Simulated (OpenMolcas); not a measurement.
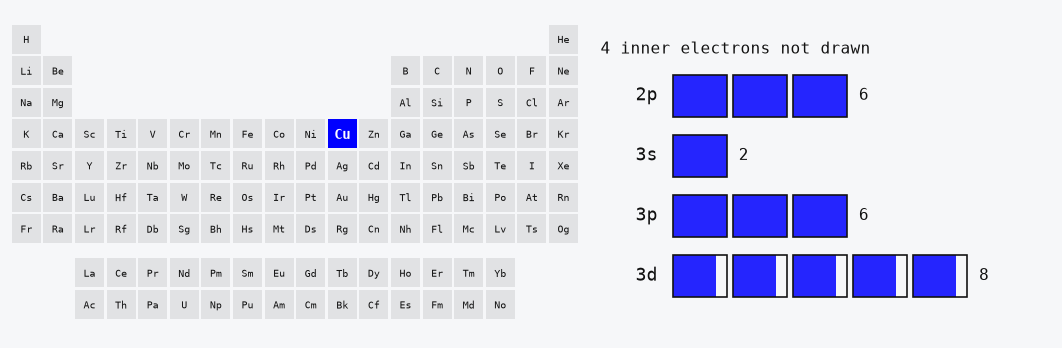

Figure 1. Left, the place of copper in the periodic table; right, the outer shells of the leading configuration of the lowest level: a box for each of the 2l + 1 orbitals, shaded by the share of the shell that is filled, with the electron count at the right.

## Multiconfigurational calculation: Cu³⁺ (part 1 of 2)

Cu³⁺, among 6 point charges of −2.2 e at 1.8 Å, trigonal prism (D3h), axial distortion 1.02, whose field is part of the energies. Computed at this level: state-averaged CASSCF, active space 8 electrons in the shell 3d, basis ANO-RCC-VTZP, DKH2 scalar Hamiltonian, spin-orbit coupling by RASSI with atomic mean-field integrals (OpenMolcas).

## Log (extracts)
```
--- SEWARD ---
Basis set label: CU.ANO-RCC...6S5P3D2F1G.

      Electronic valence basis set:
      ------------------
      Associated Effective Charge  29.000000 au
      Associated Actual Charge     29.000000 au
      Nuclear Model: Point charge

      Shell  nPrim  nBasis  Cartesian Spherical Contaminant
         s      21       6        X
         p      15       5        X
         d      10       3                 X
         f       6       2                 X
         g       4       1                 X
                  Relativistic Douglas-Kroll-Hess integrals:
                    - DKH order of Hamiltonian: 2
                    - DKH order of Properties : 0
                  Atomic mean-field integrals
--- RASSCF ---
Wave function specifications:
      -----------------------------

      Number of closed shell electrons          18
      Number of electrons in active shells       8
      Max number of holes in RAS1 space          0
      Max nr of electrons in RAS3 space          0
      Number of inactive orbitals                9
      Number of active orbitals                  5
      Number of secondary orbitals              45
      Spin quantum number                      1.0
      State symmetry                             1
Orbital specifications:
      -----------------------

      Symmetry species                           1
                                                 a
      Frozen orbitals                            0
      Inactive orbitals                          9
      Active orbitals                            5
      RAS1 orbitals                              0
      RAS2 orbitals                              5
      RAS3 orbitals                              0
      Secondary orbitals                        45
      Deleted orbitals                           0
      Number of basis functions                 59
      Number of CSFs                            10
      Number of root(s) required                10
      Iter CI   SX   CI       RASSCF       Energy    max ROT     max BLB   max BLB  Level Ln srch  Step   QN
          iter iter root      energy       change     param      element    value   shift minimum  type update
 Nr of preliminary CI iterations:   1
      Total energies have been shifted. Add                -1000.00 au
        1   1   12    0  -662.12820365    0.00E+00   1.59E-01*  11  28 1  7.70E-01*  0.00   0.00    SX    NO
        2   1   13    0  -662.48291520   -3.55E-01* -4.89E-02    7  21 1  4.63E-01*  0.53   0.00    SX    NO
        3   1   14    0  -662.57066313   -8.77E-02*  3.86E-02    9  23 1 -2.17E-01*  0.22   0.00    SX    NO
        4   1   14    0  -662.58936400   -1.87E-02* -2.40E-02    7  21 1  1.51E-01*  0.41   0.00    SX    NO
        5   1   13    0  -662.59862168   -9.26E-03*  8.87E-03    9  23 1 -9.35E-02*  0.29   0.62    QN   YES
        6   1   12    0  -662.60429177   -5.67E-03*  1.24E-02   12  16 1 -6.00E-03*  0.33   1.03    QN   YES
        7   1   10    0  -662.60445356   -1.62E-04*  4.04E-01*  12  16 1 -6.28E-03*  0.33   2.50    QN   YES
        8   1   13    0  -662.59767351    6.78E-03*  1.63E-01*   2  17 1  6.44E-02*  0.19   0.49    QN   YES
        9   1   13    0  -662.60642302   -8.75E-03* -4.80E-03    2  17 1  4.00E-02*  0.27   1.27    QN   YES
       10   1   13    0  -662.60640824    1.48E-05*  1.35E-02    6  17 1 -5.30E-02*  0.28   0.48    SX   YES
       11   1   12    0  -662.60841070   -2.00E-03*  8.15E-03   14  31 1  1.50E-02*  0.26   1.02    QN   YES
       12   1   12    0  -662.60886631   -4.56E-04*  7.05E-03   14  31 1  7.28E-03*  0.26   1.89    LS   YES
       13   1   11    0  -662.60899564   -1.29E-04*  8.32E-04    6  17 1  2.88E-03*  0.26   1.03    QN   YES
       14   1   10    0  -662.60900152   -5.88E-06*  5.15E-04   12  29 1  4.17E-04*  0.26   1.21    QN   YES
       15   1    9    0  -662.60900197   -4.53E-07*  9.23E-05    5  23 1  1.29E-04*  0.26   1.13    QN   YES
       16   1    7    0  -662.60900199   -1.58E-08*  9.83E-06    6  17 1 -2.16E-05   0.26   1.13    QN   YES
       17   1    5    0  -662.60900199   -6.55E-10   6.55E-06   10  22 1  4.00E-06   0.26   1.21    QN   YES
      Convergence after 17 iterations
       18   1    5    0  -662.60900199   -4.66E-11   6.55E-06    5  23 1 -1.63E-06   0.26   1.21    QN   YES
      Natural orbitals and occupation numbers for root  1
      sym 1:   1.848121   1.151879   2.000000   1.151879   1.848121
      Natural orbitals and occupation numbers for root  2
      sym 1:   1.500000   1.500000   2.000000   1.500000   1.500000
      Natural orbitals and occupation numbers for root  3
      sym 1:   1.500000   1.500000   2.000000   1.500000   1.500000
::    RASSCF root number  1 Total energy:  -1662.65079683
::    RASSCF root number  2 Total energy:  -1662.64459714
::    RASSCF root number  3 Total energy:  -1662.64458012
::    RASSCF root number  4 Total energy:  -1662.64060280
::    RASSCF root number  5 Total energy:  -1662.64060279
::    RASSCF root number  6 Total energy:  -1662.62393031
::    RASSCF root number  7 Total energy:  -1662.62393030
::    RASSCF root number  8 Total energy:  -1662.54265018
::    RASSCF root number  9 Total energy:  -1662.54265017
::    RASSCF root number 10 Total energy:  -1662.53567924
--- RASSCF ---
Wave function specifications:
      -----------------------------

      Number of closed shell electrons          18
      Number of electrons in active shells       8
      Max number of holes in RAS1 space          0
      Max nr of electrons in RAS3 space          0
      Number of inactive orbitals                9
      Number of active orbitals                  5
      Number of secondary orbitals              45
      Spin quantum number                      0.0
      State symmetry                             1
Orbital specifications:
      -----------------------

      Symmetry species                           1
                                                 a
      Frozen orbitals                            0
      Inactive orbitals                          9
      Active orbitals                            5
      RAS1 orbitals                              0
      RAS2 orbitals                              5
      RAS3 orbitals                              0
      Secondary orbitals                        45
      Deleted orbitals                           0
      Number of basis functions                 59
      Number of CSFs                            15
      Number of root(s) required                15
      Iter CI   SX   CI       RASSCF       Energy    max ROT     max BLB   max BLB  Level Ln srch  Step   QN
          iter iter root      energy       change     param      element    value   shift minimum  type update
 Nr of preliminary CI iterations:   1
      Total energies have been shifted. Add                -1000.00 au
        1   1   13    0  -662.51269589    0.00E+00  -1.26E-02   13  30 1 -1.22E-02*  0.22   0.00    SX    NO
        2   1   12    0  -662.51282481   -1.29E-04* -3.90E-03    9  23 1 -1.48E-02*  0.20   0.00    SX    NO
        3   1   12    0  -662.51283818   -1.34E-05* -9.50E-03    8  22 1  1.10E-02*  0.22   0.00    SX    NO
        4   1   12    0  -662.51283961   -1.43E-06* -6.36E-03    9  23 1 -1.34E-02*  0.20   0.00    SX    NO
        5   1   12    0  -662.51283034    9.27E-06* -6.34E-03    9  23 1  1.29E-02*  0.21   0.49    SX   YES
        6   1   12    0  -662.51294216   -1.12E-04* -9.01E-04    9  23 1 -5.73E-03*  0.20   0.72    QN   YES
        7   1    9    0  -662.51296452   -2.24E-05* -6.63E-04   13  30 1  3.57E-04*  0.20   1.03    QN   YES
        8   1    9    0  -662.51296546   -9.40E-07* -9.91E-04   12  16 1 -2.24E-04*  0.20   2.50    LS   YES
        9   1    8    0  -662.51296612   -6.67E-07*  4.25E-04    8  22 1  2.53E-04*  0.20   1.25    QN   YES
       10   1    7    0  -662.51296623   -1.07E-07* -1.03E-05    7  21 1  2.66E-05   0.20   1.05    QN   YES
       11   1    4    0  -662.51296623   -4.45E-10   9.88E-07   12  29 1 -1.43E-06   0.20   1.05    QN   YES
      Convergence after 11 iterations
       12   1    4    0  -662.51296623   -4.55E-12   9.88E-07   12  15 1  5.25E-07   0.20   1.05    QN   YES
      Natural orbitals and occupation numbers for root  1
      sym 1:   1.578351   2.000000   1.421649   1.578351   1.421649
      Natural orbitals and occupation numbers for root  2
      sym 1:   1.578348   1.421650   2.000000   1.578353   1.421649
      Natural orbitals and occupation numbers for root  3
      sym 1:   1.999999   1.531810   1.530684   1.468753   1.468753
::    RASSCF root number  1 Total energy:  -1662.55814442
::    RASSCF root number  2 Total energy:  -1662.55814442
::    RASSCF root number  3 Total energy:  -1662.55798188
::    RASSCF root number  4 Total energy:  -1662.55798188
::    RASSCF root number  5 Total energy:  -1662.54914951
::    RASSCF root number  6 Total energy:  -1662.51628766
::    RASSCF root number  7 Total energy:  -1662.51628765
::    RASSCF root number  8 Total energy:  -1662.51293292
::    RASSCF root number  9 Total energy:  -1662.51293292
::    RASSCF root number 10 Total energy:  -1662.51034333
::    RASSCF root number 11 Total energy:  -1662.51026592
::    RASSCF root number 12 Total energy:  -1662.50437388
::    RASSCF root number 13 Total energy:  -1662.50421984
::    RASSCF root number 14 Total energy:  -1662.50421984
::    RASSCF root number 15 Total energy:  -1662.32122741
--- RASSI ---
SPIN-FREE ENERGIES:
  (Shifted by EMIN (a.u.) =      -1662.6507968253)

 SF State       Relative EMIN(au)   Rel lowest level(eV)    D:o, cm**(-1)      L_eff

     1             0.0000000000        0.0000000000              0.0000         2.9
     2             0.0061996831        0.1687019718           1360.6732         2.9
     3             0.0062167096        0.1691652857           1364.4100         2.9
     4             0.0101940247        0.2773935424           2237.3298         2.9
     5             0.0101940323        0.2773937505           2237.3315         2.9
     6             0.0268665196        0.7310752412           5896.5195         2.9
     7             0.0268665210        0.7310752813           5896.5198         2.9
    11             0.0926524042        2.5212003566          20334.8523         1.9
    12             0.0926524094        2.5212004987          20334.8534         1.9
    13             0.0928149486        2.5256234160          20370.5266         2.0
    14             0.0928149494        2.5256234381          20370.5268         2.0
    15             0.1016473165        2.7659643908          22309.0073         2.1
     8             0.1081466403        2.9428200012          23735.4440         1.0
     9             0.1081466552        2.9428204052          23735.4473         1.0
    10             0.1151175875        3.1325091373          25265.3901         1.0
    16             0.1345091675        3.6601809117          29521.3500         3.8
    17             0.1345091774        3.6601811804          29521.3521         3.8
    18             0.1378639089        3.7514680748          30257.6306         3.8
    19             0.1378639099        3.7514681009          30257.6308         3.8
    20             0.1404534923        3.8219342275          30825.9784         4.0
    21             0.1405309038        3.8240407037          30842.9683         4.0
    22             0.1464229438        3.9843712791          32136.1216         3.6
    23             0.1465769817        3.9885628626          32169.9290         4.0
    24             0.1465769817        3.9885628626          32169.9290         4.0
    25             0.3295694155        8.9680406592          72332.1260         0.0
     Dipole printing threshold changed to   1.00000000E+00
```

(Continued in part 2.) Outcome of the run: converged.
